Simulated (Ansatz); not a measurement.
# CoSi2: thickness series

Base system: CoSi2 (space group Fm-3m, No. 225; a = 5.315 Å; non-magnetic). Axes: x, y, z lie along the cube axes.

Free-standing slabs (3 atom(s) a layer) normal to [111] with 15 Å of vacuum; in-plane cell held at bulk.

Computed with Ansatz (a program for electronic structure), r2SCAN, PAW, cutoff 500 eV, no spin-orbit coupling, earlier PAW set.

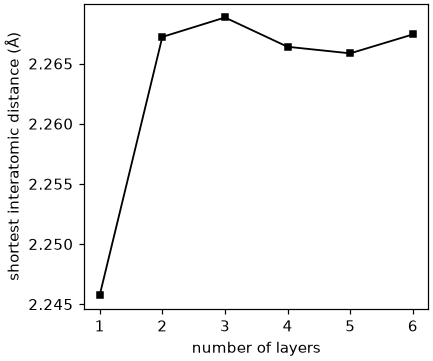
*Shortest interatomic distance against number of layers*

**Question.** From the plot, what is the shortest interatomic distance for 6 layers?

**Answer.** About 2.267 Å.

**Question.** Is the trend monotonic over the range shown?

**Answer.** No, it turns within the range, spanning 4.244 bohr to 4.287 bohr.

Whether these cells are dynamically stable was not tested. Seeded moments were not kept for the base. All final runs are without spin polarisation. An odd electron count without spin: CoSi2.
